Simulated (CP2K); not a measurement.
**One shape, several levels: CH3AlCl2 (SMILES [AlH2][CH](Cl)Cl)**

Aim: a comparison of 3 runs (PM6, GFN0-xTB, GFN1-xTB) of CH3AlCl2. 

The results are computed with CP2K 2026.2.

4 further runs of the same task are left out: 1 that didn't finish, 3 set aside as unsound or not needed.

### 1 The molecule

The species is CH3AlCl2 (7 atoms), meant as a singlet with charge 0. As SMILES, `[AlH2][CH](Cl)Cl`. Geometry: a rough force-field guess.

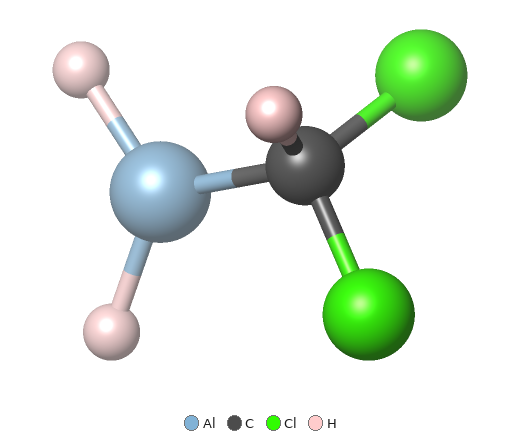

The structure, seen from a chosen angle (aluminium light blue, carbon dark grey, chlorine green, hydrogen pink).

### 2 Energy and forces at PM6 (run 1)

The input, molecule.xyz:

```xyz
7

Al    -0.541200     0.923500    -0.026900
C      0.540800    -0.670900    -0.063100
Cl     0.928000    -1.123000     1.591100
Cl    -0.275700    -1.985300    -0.838600
H     -1.109800     1.587100    -1.429300
H     -0.981300     1.664100     1.350800
H      1.500400    -0.463500    -0.629700
```

The input, calc.inp:

```
&GLOBAL
    PROJECT_NAME calc
    RUN_TYPE ENERGY_FORCE
    PRINT_LEVEL MEDIUM
&END GLOBAL

&FORCE_EVAL
    METHOD QS
    &DFT
        CHARGE 0
        MULTIPLICITY 1
        &QS
            METHOD PM6
            EPS_DEFAULT 1.0E-10
            &SE
                &COULOMB
                    CUTOFF [angstrom] 50
                    RC_RANGE [angstrom] 0
                &END COULOMB
                &EXCHANGE
                    CUTOFF [angstrom] 50
                    RC_RANGE [angstrom] 0
                &END EXCHANGE
            &END SE
        &END QS
        &POISSON
            PERIODIC NONE
            POISSON_SOLVER ANALYTIC
        &END POISSON
        &SCF
            SCF_GUESS ATOMIC
            EPS_SCF 1.0E-07
            MAX_SCF 150
            ADDED_MOS 4
            LEVEL_SHIFT 0.5
            EPS_DIIS 1
            &DIAGONALIZATION
                ALGORITHM STANDARD
            &END DIAGONALIZATION
            &MIXING
                METHOD DIRECT_P_MIXING
                ALPHA 0.4
            &END MIXING
        &END SCF
        &PRINT
            &MOMENTS
                PERIODIC F
                REFERENCE COM
                MAX_MOMENT 1
            &END MOMENTS
            &MO ON
                ENERGIES T
                OCCUPATION_NUMBERS T
                NDIGITS 6
                &EACH
                    QS_SCF 0
                &END EACH
                ADD_LAST NUMERIC
            &END MO
            &HIRSHFELD OFF
            &END HIRSHFELD
        &END PRINT
    &END DFT
    &SUBSYS
        &CELL
            ABC [angstrom] 14.6 15.6 15
            PERIODIC NONE
        &END CELL
        &TOPOLOGY
            COORD_FILE_NAME molecule.xyz
            COORD_FILE_FORMAT XYZ
            &CENTER_COORDINATES
            &END CENTER_COORDINATES
        &END TOPOLOGY
    &END SUBSYS
    &PRINT
        &FORCES ON
        &END FORCES
    &END PRINT
&END FORCE_EVAL
```

The run is started by

```bash
$ OMP_NUM_THREADS=1 cp2k.psmp calc.inp > calc.out
```

The log of the run:

```text
CP2K| version string:                                       CP2K version 2026.2
[...]
 GLOBAL| Method name                                                        CP2K
[...]
 GLOBAL| Run type                                                   ENERGY_FORCE
[...]
                             - Atoms:                                          7
[...]
                             - Spherical basis functions:                     34
[...]
 Number of electrons:                                                         24
[...]
     1 P_Mix/Diag. 0.40E+00    0.0     0.68542555       -22.7879169034 -2.28E+01
[...]
    30 DIIS/Diag.  0.43E-07    0.0     0.00000006       -26.5153875803 -1.53E-13
  *** SCF run converged in    30 steps ***
  Core-core repulsion energy [eV]:                           1193.88553442761395
  Core Hamiltonian energy [eV]:                             -1139.59747516625703
  Two-electron integral energy [eV]:                        -1551.61689762791889
  Electronic energy [eV]:                                   -1915.40592398021636
  Total energy [eV]:                                         -721.52038955260252
  Atomic reference energy [eV]:                               722.97305426403545
  Heat of formation [kcal/mol]:                                33.49924671584902
[...]
 SE_DIPOLE| Moment [Debye]         -0.33426015      -1.81328490       0.84113318
 SE_DIPOLE| Derivative [a.u.]       0.00000000       0.00000000       0.00000000
 ENERGY| Total FORCE_EVAL ( QS ) energy [hartree]            -26.515387580288717
[...]
```

It took 0.95 s on 1 thread of Intel Xeon 6975P-C (Granite Rapids), shared host; peak memory 0.18 GiB.

### 3 Energy and forces at GFN0-xTB (run 2)

The input, job.inp:

```
&force_eval
    method Quickstep
    &dft
        ! Quickstep
        &qs
            method XTB
            eps_default 1.0E-10
            &xtb
                gfn_type 0
                check_atomic_charges F
            &end xtb
        &end qs
        ! no periodic images
        &poisson
            periodic NONE
            poisson_solver ANALYTIC
        &end poisson
        ! self-consistent field
        &scf
            scf_guess ATOMIC
            eps_scf 1.0E-07
            max_scf 150
            added_mos 2
            &diagonalization
                algorithm STANDARD
            &end diagonalization
            &mixing
                method DIRECT_P_MIXING
                alpha 0.4
            &end mixing
            &smear ON
                method FERMI_DIRAC
                electronic_temperature [K] 300
            &end smear
        &end scf
        ! extra output
        &print
            &moments
                periodic F
                reference COM
                max_moment 1
            &end moments
            &mo ON
                energies T
                occupation_numbers T
                ndigits 6
                &each
                    qs_scf 0
                &end each
                add_last NUMERIC
            &end mo
            &hirshfeld OFF
            &end hirshfeld
        &end print
    &end dft
    ! structure
    &subsys
        &cell
            abc 12.6 13.6 13
            periodic NONE
        &end cell
        &coord
            Al     5.563500     7.884100     6.392200
            C      6.645500     6.289700     6.356000
            Cl     7.032700     5.837600     8.010200
            Cl     5.829000     4.975300     5.580500
            H      4.994900     8.547700     4.989800
            H      5.123400     8.624700     7.769900
            H      7.605100     6.497100     5.789400
        &end coord
    &end subsys
    &print
        &forces ON
        &end forces
    &end print
&end force_eval
&global
    project job
    run_type ENERGY_FORCE
    print_level MEDIUM
&end global
```

The run is started by

```bash
$ OMP_NUM_THREADS=1 cp2k.psmp -i job.inp -o job.out
```

The log of the run:

```text
CP2K| version string:                                       CP2K version 2026.2
[...]
 GLOBAL| Method name                                                        CP2K
[...]
 GLOBAL| Run type                                                   ENERGY_FORCE
[...]
                             - Atoms:                                          7
[...]
                             - Spherical basis functions:                     37
[...]
 Number of electrons:                                                         24
[...]
  Fermi energy:                                                -0.29457930714959
[...]
 TB_DIPOLE| Moment [Debye]          0.06063191       2.68408804      -0.89556823
 TB_DIPOLE| Derivative [a.u.]       0.00000000       0.00000000       0.00000000
[...]
 ENERGY| Total FORCE_EVAL ( QS ) energy [hartree]            -13.689258827187350
 FORCES| Atomic forces [hartree/bohr]
 FORCES|   Atom     x               y               z               |f|
 FORCES|      1 -1.33083399E-02  1.70124201E-02 -1.76426804E-03   2.16713403E-02
 FORCES|      2  1.93895530E-02  2.48627581E-02 -9.98941036E-03   3.30741564E-02
 FORCES|      3  6.28709659E-03 -4.90048524E-03  1.02104895E-02   1.29536263E-02
 FORCES|      4 -8.59027799E-03 -1.86438757E-02 -1.10103484E-02   2.32940926E-02
 FORCES|      5  4.52158323E-03 -4.86479326E-03  1.63290536E-02   1.76280719E-02
 FORCES|      6  2.68405315E-03 -4.59490872E-03 -1.45643665E-02   1.55060665E-02
 FORCES|      7 -1.09836680E-02 -8.87111527E-03  1.07888501E-02   1.77689881E-02
 FORCES| Sum     2.25514052E-17 -4.68375339E-17 -9.19403442E-17
 FORCES| Total atomic force                                       1.05618878E-16
[...]
```

Wall time 0.91 s (1 thread of Intel Xeon 6975P-C (Granite Rapids), shared host); peak memory 0.18 GiB.

### 4 Energy and forces at GFN1-xTB (run 3)

The input, molecule.pdb:

```
HETATM    1 Al   MOL A   1      -0.541   0.924  -0.027  1.00  0.00          AL
HETATM    2 C    MOL A   1       0.541  -0.671  -0.063  1.00  0.00           C
HETATM    3 Cl   MOL A   1       0.928  -1.123   1.591  1.00  0.00          CL
HETATM    4 Cl   MOL A   1      -0.276  -1.985  -0.839  1.00  0.00          CL
HETATM    5 H    MOL A   1      -1.110   1.587  -1.429  1.00  0.00           H
HETATM    6 H    MOL A   1      -0.981   1.664   1.351  1.00  0.00           H
HETATM    7 H    MOL A   1       1.500  -0.464  -0.630  1.00  0.00           H
END
```

The input, qs.inp:

```
&GLOBAL
  PROJECT qs
  RUN_TYPE ENERGY_FORCE
  PRINT_LEVEL MEDIUM
&END GLOBAL

&FORCE_EVAL
  METHOD QUICKSTEP
  &DFT
    # Quickstep
    &QS
      METHOD XTB
      EPS_DEFAULT 1.0E-10
      &XTB
        GFN_TYPE 1
        CHECK_ATOMIC_CHARGES F
      &END XTB
    &END QS
    &POISSON
      PERIODIC NONE
      POISSON_SOLVER ANALYTIC
    &END POISSON
    &SCF
      SCF_GUESS ATOMIC
      EPS_SCF 1.0E-07
      MAX_SCF 150
      &DIAGONALIZATION
        ALGORITHM STANDARD
      &END DIAGONALIZATION
      &MIXING
        METHOD BROYDEN_MIXING
        ALPHA 0.2
        NBUFFER 8
      &END MIXING
    &END SCF
    &PRINT
      &MOMENTS
        PERIODIC F
        REFERENCE COM
        MAX_MOMENT 1
      &END MOMENTS
      &MO ON
        ENERGIES T
        OCCUPATION_NUMBERS T
        NDIGITS 6
        &EACH
          QS_SCF 0
        &END EACH
        ADD_LAST NUMERIC
      &END MO
      &HIRSHFELD OFF
      &END HIRSHFELD
    &END PRINT
  &END DFT
  &SUBSYS
    &CELL
      ABC 12.6 13.6 13
      PERIODIC NONE
    &END CELL
    &TOPOLOGY
      COORD_FILE_NAME molecule.pdb
      COORD_FILE_FORMAT PDB
      CONN_FILE_FORMAT OFF
      &CENTER_COORDINATES
      &END CENTER_COORDINATES
    &END TOPOLOGY
  &END SUBSYS
  &PRINT
    &FORCES ON
    &END FORCES
  &END PRINT
&END FORCE_EVAL
```

The run is started by

```bash
$ OMP_NUM_THREADS=1 cp2k.psmp qs.inp > qs.out
```

The log of the run:

```text
CP2K| version string:                                       CP2K version 2026.2
[...]
 GLOBAL| Method name                                                        CP2K
[...]
 GLOBAL| Run type                                                   ENERGY_FORCE
[...]
                             - Atoms:                                          7
[...]
                             - Spherical basis functions:                     37
[...]
 Number of electrons:                                                         24
[...]
     1 NoMix/Diag. 0.20E+00    0.0     0.30558305       -13.4651911770 -1.35E+01
[...]
    49 Broy./Diag. 0.20E+00    0.0     0.00000005       -13.4890398038  5.05E-09
  *** SCF run converged in    49 steps ***
[...]
 TB_DIPOLE| Moment [Debye]          0.57883107       0.45939372      -0.36341513
 TB_DIPOLE| Derivative [a.u.]       0.00000000       0.00000000       0.00000000
[...]
 ENERGY| Total FORCE_EVAL ( QS ) energy [hartree]            -13.489039805388343
 FORCES| Atomic forces [hartree/bohr]
 FORCES|   Atom     x               y               z               |f|
 FORCES|      1 -1.92085973E-02  2.05032964E-02 -8.85521860E-04   2.81094206E-02
 FORCES|      2  2.77706923E-02  2.12040641E-02 -1.06623199E-02   3.65309287E-02
 FORCES|      3  6.81952572E-03 -7.17184035E-04  1.26160131E-02   1.43591110E-02
 FORCES|      4 -1.27238891E-02 -1.60188088E-02 -1.48843649E-02   2.52990891E-02
 FORCES|      5  5.48000651E-03 -7.06366462E-03  1.10928209E-02   1.42469823E-02
 FORCES|      6  4.37317878E-03 -7.20703210E-03 -9.65533040E-03   1.28176211E-02
 FORCES|      7 -1.25109169E-02 -1.07006710E-02  1.23787032E-02   2.05975652E-02
 FORCES| Sum    -1.38777878E-17 -1.05818132E-16  9.71445147E-17
 FORCES| Total atomic force                                       1.44316066E-16
[...]
```

Run time: 0.97 s. Hardware: 1 thread of Intel Xeon 6975P-C (Granite Rapids), shared host; peak memory 0.19 GiB.

### 5 The series

| run | level | level shift | cell | energy (Eh) | dipole moment (D) | HOMO energy (eV) | LUMO energy (eV) | wall time |
| --- | --- | --- | --- | --- | --- | --- | --- | --- |
| 1 | PM6 | 0.5 | (14.6, 15.6, 15) | -26.515388 | 2.03 | -10.07 | 0.10 | 0.95 s |
| 2 | GFN0-xTB | – | (12.6, 13.6, 13) | -13.689259 | 2.83 | -10.60 | -7.12 | 0.91 s |
| 3 | GFN1-xTB | – | (12.6, 13.6, 13) | -13.489040 | 0.82 | -11.19 | – | 0.97 s |

### 6 Outcome

| quantity | value |
| --- | --- |
| run 3: total energy | -13.48904 Eh |
| run 3: dipole moment (from atomic charges alone) | 0.82 D |
| run 3: HOMO energy | -11.19 eV |
| run 3: dispersion energy | -6.62 kJ/mol |
| run 3: largest force on an atom | 1.878 eV/Å |

In words: The dipole moment (its size) runs from 0.82 D (GFN1-xTB) to 2.83 D (GFN0-xTB). Some of these are taken from atomic charges alone. Force-field and semi-empirical energies have zeros of their own, so their totals don't compare. All runs together took 2.8 s, the longest 0.97 s.
